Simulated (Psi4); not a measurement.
# wB97X-D/def2-SVP (core potential, sweep point 1) run of SnH2O2 (SMILES [OH][Sn][OH])

Aim: the vertical electron affinity of SnH2O2 at wB97X-D/def2-SVP (core potential, sweep point 1), from 2 runs. The job is set up through a Python script.

Program for the calculation: Psi4 1.11.

**1. The molecule**

SnH2O2: 5 atoms, total charge 0, spin state singlet. SMILES: `[OH][Sn][OH]`. Geometry: relaxed at PBE0-D4/def2-TZVP. This is one conformer, not always the lowest.

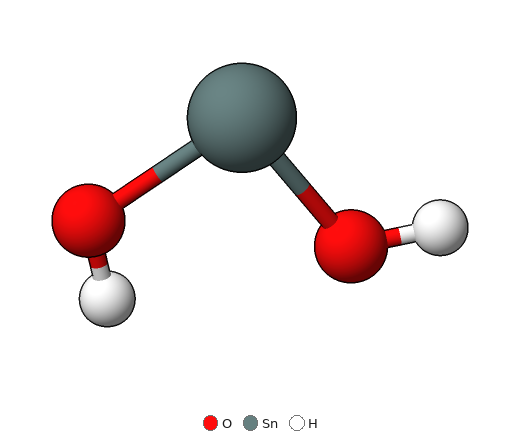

The structure, seen from a chosen angle (oxygen red, tin teal, hydrogen white).

**2. The energy at wB97X-D/def2-SVP (core potential, sweep point 1)**

File h2o2sn.py:

```python
import psi4

psi4.set_memory('1600 MB')
psi4.set_num_threads(1)
psi4.set_output_file('run.log', False)

molecule = psi4.geometry("""
0 1
O     -1.86005742     0.33599330    -1.15991390
Sn    -0.29045091    -1.78371249     1.51348165
O      2.95137426     0.00548021     1.20205479
H     -3.59274731    -0.01058247    -1.57111830
H      2.88598974     1.31354863    -0.06292788
units bohr
symmetry c1
""")

psi4.set_options(dict(basis='def2-SVP', puream=True, scf_type='pk', dft_radial_points=99, dft_spherical_points=590))

result = psi4.energy('wb97x-d')
print(f'total energy {result:.8f} hartree = {result * 27.211386:.5f} eV')
```

Started as:

```sh
$ python h2o2sn.py
```

run.log:

```text
[...]
    !!!  WARNING: ECP capability is in beta. Please check occupations closely.  !!!
[...]
  Running in c1 symmetry.
[...]
  Nuclear repulsion =  127.037901338857409
[...]
  Multiplicity = 1
[...]
  Nalpha       = 20
  Nbeta        = 20
[...]
    Number of basis functions: 64
[...]
   @RKS iter   1:  -365.50972863515307   -1.78358e+00   1.50215e-02 ADIIS/DIIS
[...]
   @RKS iter   9:  -365.88723466024743   -2.31374e-08   4.36716e-07 DIIS
[...]
    Orbital Energies [Eh]
    ---------------------
    Doubly Occupied:
       1A    -19.230882     2A    -19.226895     3A     -5.210300
       4A     -3.552236     5A     -3.546006     6A     -3.541903
       7A     -1.134421     8A     -1.129227     9A     -1.119070
      10A     -1.115452    11A     -1.110789    12A     -1.034964
      13A     -1.005991    14A     -0.594366    15A     -0.538719
      16A     -0.452142    17A     -0.397580    18A     -0.396629
      19A     -0.367821    20A     -0.333269
[...]
  @RKS Final Energy:  -365.88723466024743
   => Energetics <=
    Nuclear Repulsion Energy =            127.0379013388574094
    One-Electron Energy =                -838.9818764066691301
    Two-Electron Energy =                 371.1173888934865772
    DFT Exchange-Correlation Energy =     -25.0598074574495051
    Empirical Dispersion Energy =          -0.0008410284727940
    VV10 Nonlocal Energy =                  0.0000000000000000
    Total Energy =                       -365.8872346602474295
[...]
 Multipole Moments:
 ------------------------------------------------------------------------------------
     Multipole            Electronic (a.u.)      Nuclear  (a.u.)        Total (a.u.)
 ------------------------------------------------------------------------------------
 L = 1.  Multiply by 2.5417464519 to convert [e a0] to [Debye]
 Dipole X            :         -7.2188661            6.3334203           -0.8854458
 Dipole Y            :        -19.0244106           18.6165279           -0.4078827
 Dipole Z            :         14.9191258          -14.9107793            0.0083466
 Magnitude           :                                                    0.9749114
[...]
```

The script printed:

```text
total energy -365.88723466 hartree = -9956.29877 eV
```

Wall time 8.1 s (1 thread of Intel Xeon Platinum 8488C (Sapphire Rapids), shared host); peak memory 0.69 GiB.

**3. The doublet anion, same level**

File h2o2sn.py:

```python
import psi4

psi4.set_memory('1600 MB')
psi4.set_num_threads(1)
psi4.core.set_output_file('psi4.out', False)

geom = psi4.geometry("""
-1 2
O     -1.86005742     0.33599330    -1.15991390
Sn    -0.29045091    -1.78371249     1.51348165
O      2.95137426     0.00548021     1.20205479
H     -3.59274731    -0.01058247    -1.57111830
H      2.88598974     1.31354863    -0.06292788
units bohr
symmetry c1
""")

psi4.set_options({
    'basis': 'def2-SVP',
    'reference': 'uks',
    'puream': True,
    'scf_type': 'pk',
    'dft_radial_points': 99,
    'dft_spherical_points': 590,
    'maxiter': 100,
})

result, w = psi4.energy("wb97x-d", molecule=geom, return_wfn=True)
print(f'total energy {result:.8f} hartree = {result * 27.211386:.5f} eV')
```

Started as:

```sh
$ python h2o2sn.py
```

psi4.out:

```text
[...]
    !!!  WARNING: ECP capability is in beta. Please check occupations closely.  !!!
[...]
  Running in c1 symmetry.
[...]
  Nuclear repulsion =  127.037901338857409
[...]
  Multiplicity = 2
[...]
  Nalpha       = 21
  Nbeta        = 20
[...]
    Number of basis functions: 64
[...]
   @UKS iter   1:  -365.43885925445068   -1.71272e+00   1.58407e-02 DIIS/ADIIS
[...]
   @UKS iter  11:  -365.87415508619142   -5.78321e-08   4.79745e-07 DIIS
[...]
   @S^2 Observed:                7.527271889E-01
[...]
    Orbital Energies [Eh]
    ---------------------
    Alpha Occupied:
       1A    -19.008360     2A    -19.003714     3A     -4.952594
       4A     -3.291260     5A     -3.288050     6A     -3.287449
       7A     -0.889356     8A     -0.873270     9A     -0.858838
      10A     -0.858289    11A     -0.854880    12A     -0.812211
      13A     -0.785291    14A     -0.373184    15A     -0.324774
      16A     -0.237154    17A     -0.188737    18A     -0.182569
      19A     -0.162051    20A     -0.114678    21A      0.027384
    Alpha Virtual:
      22A      0.264254    23A      0.298707    24A      0.362703
      25A      0.386724    26A      0.447140    27A      0.510798
[...]
  @UKS Final Energy:  -365.87415508619142
   => Energetics <=
    Nuclear Repulsion Energy =            127.0379013388574094
    One-Electron Energy =                -848.3968199642617947
    Two-Electron Energy =                 380.6704361487388724
    DFT Exchange-Correlation Energy =     -25.1848315810531389
    Empirical Dispersion Energy =          -0.0008410284727940
    VV10 Nonlocal Energy =                  0.0000000000000000
    Total Energy =                       -365.8741550861914220
[...]
 Multipole Moments:
 ------------------------------------------------------------------------------------
     Multipole            Electronic (a.u.)      Nuclear  (a.u.)        Total (a.u.)
 ------------------------------------------------------------------------------------
 L = 1.  Multiply by 2.5417464519 to convert [e a0] to [Debye]
 Dipole X            :         -7.0131919            6.3334203           -0.6797715
 Dipole Y            :        -18.7209487           18.6165279           -0.1044209
 Dipole Z            :         14.7197659          -14.9107793           -0.1910133
 Magnitude           :                                                    0.7137781
[...]
```

On the terminal:

```text
total energy -365.87415509 hartree = -9955.94286 eV
```

Wall time 12 s (1 thread of Intel Xeon Platinum 8488C (Sapphire Rapids), shared host); peak memory 0.69 GiB.

**4. Summary of results**

Level: wB97X-D/def2-SVP (core potential, sweep point 1).

| quantity | value |
| --- | --- |
| singlet SnH2O2: total energy | -365.88723 Eh |
| singlet SnH2O2: dipole moment | 2.48 D |
| singlet SnH2O2: HOMO energy | -9.07 eV |
| singlet SnH2O2: LUMO energy | -0.08 eV |
| singlet SnH2O2: HOMO–LUMO gap | 8.99 eV |
| singlet SnH2O2: dispersion energy | -2.21 kJ/mol |
| doublet anion: total energy | -365.87416 Eh |
| doublet anion: HOMO energy (highest over α and β) | 0.75 eV |
| doublet anion: LUMO energy (lowest over α and β) | 6.13 eV |
| doublet anion: dispersion energy | -2.21 kJ/mol |
| doublet anion: ⟨S²⟩ | 0.753 |
| vertical electron affinity (to the doublet anion) | -0.356 eV |

The anion lies 0.36 eV (34.3 kJ/mol) above the neutral: the electron isn't bound at this level, and such a value depends on the basis. Without diffuse functions anions come out too high. The HOMO (doublet anion) lies at positive energy, 0.75 eV; only total energies tell whether the electron is bound.
